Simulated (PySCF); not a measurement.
# C$_{7}$H$_{6}$, triplet, SMILES `[CH]c1ccccc1`: electronic structure

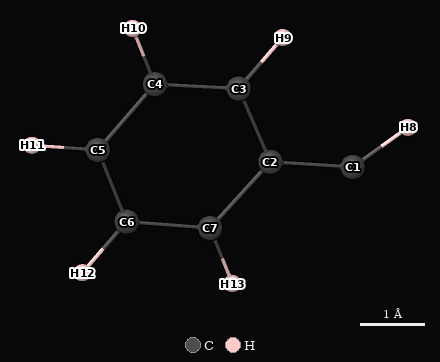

The molecule, with its atoms numbered as below. No frequency check shows the geometry to be a minimum.

Coordinates in Å:

```
C1      -2.4048    0.1428    0.0000
C2      -1.0587    0.0768    0.0000
C3      -0.3721   -1.1888    0.0000
C4       0.9950   -1.2416    0.0000
C5       1.7623   -0.0784    0.0000
C6       1.1270    1.1614    0.0000
C7      -0.2398    1.2485    0.0000
H8      -3.2047   -0.5618    0.0000
H9      -0.9643   -2.0913    0.0000
H10      1.4871   -2.2047    0.0000
H11      2.8396   -0.1391    0.0000
H12      1.7212    2.0641    0.0000
H13     -0.7323    2.2087    0.0000
```

## 1. Bonding charge

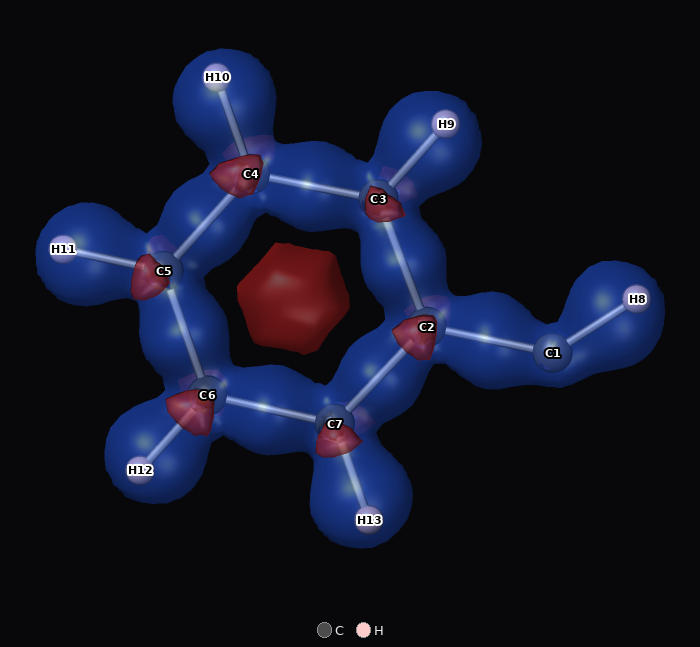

Deformation density (molecule less spherical, spin-averaged free atoms at the same positions), surfaces at ±0.1 e/Å³; blue: gain, red: loss.

Method: PBE0/def2-SVP; geometry: GFN2-xTB; program: PySCF. The stability of the open-shell solution wasn't checked. GFN2-xTB doesn't know the spin state, so this open-shell geometry is rough.

Describe the bonding that the map shows.

Answer. The five largest and four smallest: C1–H8: +0.73 e/Å³ at the bond critical point (bond length 1.07 Å, Mayer order 1.0). C7–H13: +0.73 e/Å³ at the bond critical point (bond length 1.08 Å, Mayer order 1.0). C3–H9: +0.72 e/Å³ at the bond critical point (bond length 1.08 Å, Mayer order 1.0). C5–H11: +0.72 e/Å³ at the bond critical point (bond length 1.08 Å, Mayer order 1.0). C6–H12: +0.72 e/Å³ at the bond critical point (bond length 1.08 Å, Mayer order 1.0). C5–C6: +0.61 e/Å³ at the bond critical point (bond length 1.39 Å, Mayer order 1.3). C4–C5: +0.61 e/Å³ at the bond critical point (bond length 1.39 Å, Mayer order 1.3). C2–C7: +0.56 e/Å³ at the bond critical point (bond length 1.43 Å, Mayer order 1.2). C2–C3: +0.53 e/Å³ at the bond critical point (bond length 1.44 Å, Mayer order 1.2). In all, 3.0 electrons gather in the regions of gain relative to the promolecule.

Where do the Hirshfeld charges lie?

Answer. The highest Hirshfeld charge is on H8 (+0.06 e), the lowest on C4 (−0.05 e).

## 2. Bond critical points

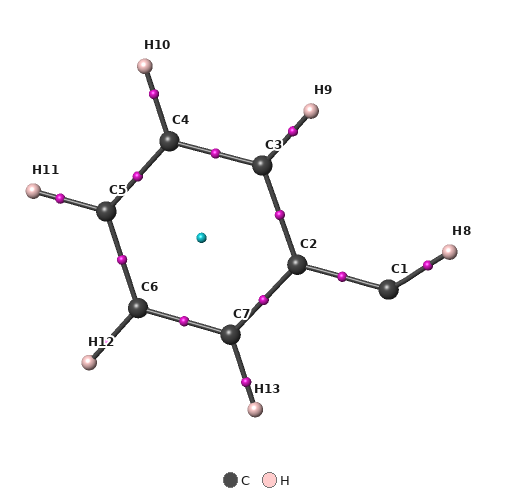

Molecular graph of the electron density (QTAIM): bond paths, bond critical points (magenta), ring points (cyan, if any); weak paths are dashed.

How many critical points of each kind are there, and does the count close?

Answer. 13 nuclei, 13 bond, 1 ring and 0 cage critical points: 13 − 13 + 1 − 0 = 1, as the Poincaré–Hopf relation requires.

What does the calculation give at each kind of bond critical point?

Answer.
```json
{"bond": "C1–C2", "length (Å)": "1.348", "ρ (a.u.)": "0.329", "∇²ρ (a.u.)": "−0.89", "ε": "0.18", "H (a.u.)": "−0.341"}
{"bond": "C3–C4", "length (Å)": "1.368", "ρ (a.u.)": "0.321", "∇²ρ (a.u.)": "−0.84", "ε": "0.24", "H (a.u.)": "−0.319"}
{"bond": "C6–C7", "length (Å)": "1.370", "ρ (a.u.)": "0.320", "∇²ρ (a.u.)": "−0.83", "ε": "0.24", "H (a.u.)": "−0.318"}
{"bond": "C5–C6", "length (Å)": "1.393", "ρ (a.u.)": "0.307", "∇²ρ (a.u.)": "−0.78", "ε": "0.19", "H (a.u.)": "−0.293"}
{"bond": "C4–C5", "length (Å)": "1.393", "ρ (a.u.)": "0.307", "∇²ρ (a.u.)": "−0.78", "ε": "0.19", "H (a.u.)": "−0.293"}
{"bond": "C2–C7", "length (Å)": "1.430", "ρ (a.u.)": "0.287", "∇²ρ (a.u.)": "−0.70", "ε": "0.15", "H (a.u.)": "−0.258"}
{"bond": "C1–H8", "length (Å)": "1.066", "ρ (a.u.)": "0.285", "∇²ρ (a.u.)": "−1.12", "ε": "0.01", "H (a.u.)": "−0.323"}
{"bond": "C7–H13", "length (Å)": "1.079", "ρ (a.u.)": "0.285", "∇²ρ (a.u.)": "−1.09", "ε": "0.02", "H (a.u.)": "−0.312"}
{"bond": "C3–H9", "length (Å)": "1.079", "ρ (a.u.)": "0.284", "∇²ρ (a.u.)": "−1.08", "ε": "0.02", "H (a.u.)": "−0.311"}
{"bond": "C5–H11", "length (Å)": "1.079", "ρ (a.u.)": "0.284", "∇²ρ (a.u.)": "−1.08", "ε": "0.02", "H (a.u.)": "−0.311"}
{"bond": "C6–H12", "length (Å)": "1.081", "ρ (a.u.)": "0.283", "∇²ρ (a.u.)": "−1.08", "ε": "0.01", "H (a.u.)": "−0.309"}
{"bond": "C4–H10", "length (Å)": "1.081", "ρ (a.u.)": "0.283", "∇²ρ (a.u.)": "−1.07", "ε": "0.01", "H (a.u.)": "−0.308"}
{"bond": "C2–C3", "length (Å)": "1.440", "ρ (a.u.)": "0.280", "∇²ρ (a.u.)": "−0.66", "ε": "0.15", "H (a.u.)": "−0.247"}
```

What kind of interaction is C5–H11?

Answer. Shared-shell (covalent): ρ = 0.284, ∇²ρ = −1.08, H = −0.311 a.u.

## 3. Electrostatic potential

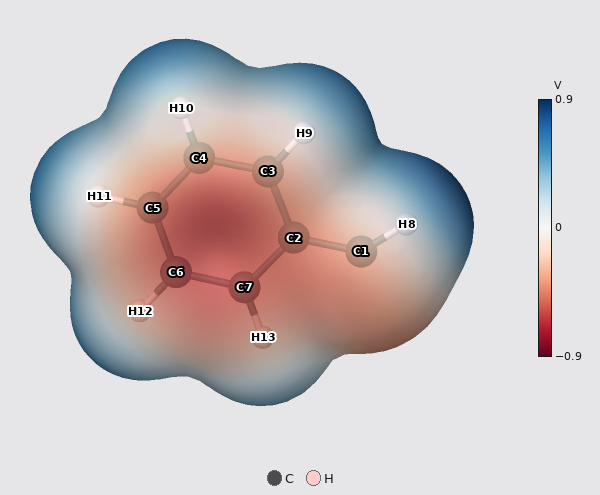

Electrostatic potential on the surface of electron density 0.001 a.u.

Where are the extremes of the potential on the surface?

Answer. Highest: 0.86 V, 1.3 Å from H8. Further maxima include 0.67 V, 1.3 Å from H9; 0.63 V, 1.3 Å from H10. Lowest: −0.64 V, off the C6–C7 bond (2.1 Å from its atoms), and at like points elsewhere. The surface is sampled at points, so like sites can differ by a few per cent and only the strongest of them is named.

What volume does the surface enclose, and what is the dipole moment?

Answer. About 131 Å³; the dipole moment is 0.7 D.

## 4. Spin density

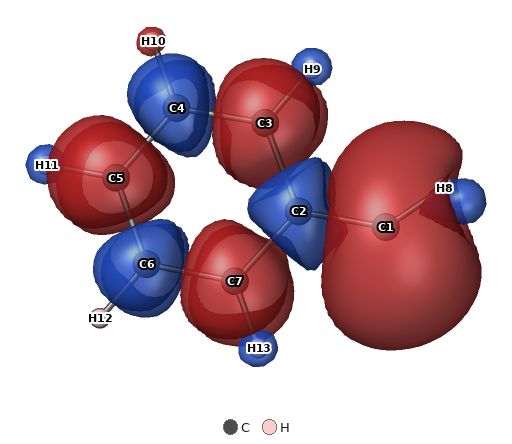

Spin density ρα − ρβ at ±0.01 e/Å³ (red: excess α, blue: excess β).

Give the atomic spin populations that go with this picture.

Answer. Hirshfeld spin populations: C1 +1.32, C3 +0.20, C7 +0.19, C5 +0.19 and H8 +0.10. Spin polarisation leaves negative spin on C6 (−0.05) and C4 (−0.04). ⟨S²⟩ = 2.06, against 2.00 for a pure state. The picture also shows regions of β spin from spin polarisation; the Hirshfeld sums, whose atoms overlap, net them against the α spin of neighbours.

## 5. In an electric field

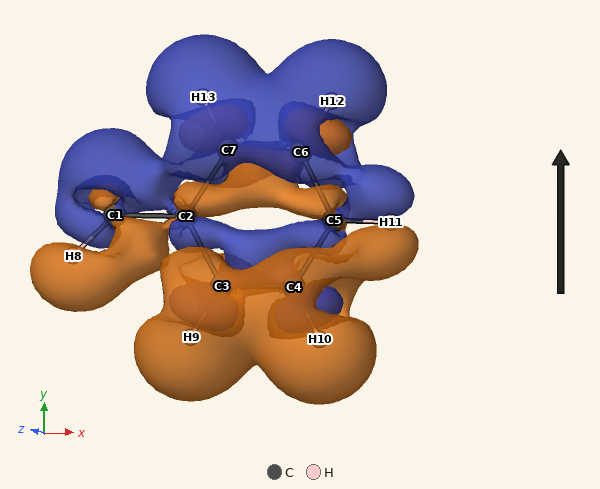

Change of the electron density in a uniform field of 0.51 V/Å along +y (arrow), surfaces at ±0.002 e/Å³ (orange: gain, blue: loss).

PySCF calculation, PBE0/6-311+G**, gas phase; geometry: GFN2-xTB. The basis has diffuse s and p functions alone, which still leaves polarisabilities too small, most of all across bonds. The stability of the open-shell solution wasn't checked. GFN2-xTB doesn't know the spin state, so this open-shell geometry is rough.

The field was applied in both directions; the picture shows the one opposite to the script's first.

How large is the response?

Answer. The induced dipole is 2.06 D (along the field); α along this axis, from the fields in both directions, is 81 bohr³ (12.0 Å³).
